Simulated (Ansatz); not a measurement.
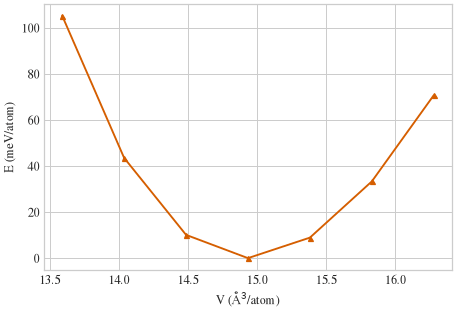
Fig. 1. MnPt3 (Cu3Au type, Pm-3m) under volume change, DFT-r²SCAN in the program Ansatz with PAW potentials, scaled uniformly.

Question: What does a third-order Birch–Murnaghan fit give for V₀, B₀ and B′?

Answer: V₀ = 14.94 Å³/atom, B₀ = 227 GPa, B′ = 5.5.

The workflow started from an entry of the Crystallography Open Database (COD). Its standing as an ambient phase is unchecked. The r²SCAN relaxation kept the symmetry of its start; whether a distortion lowers the energy is not shown. Magnetic state: ferromagnetic, the only order run, not a proven ground state. Other orbital occupations within this spin state were not tried. Scalar-relativistic: spin–orbit coupling is off unless named, which matters more the heavier the elements.

Potentials: the later of the program's two PAW sets.
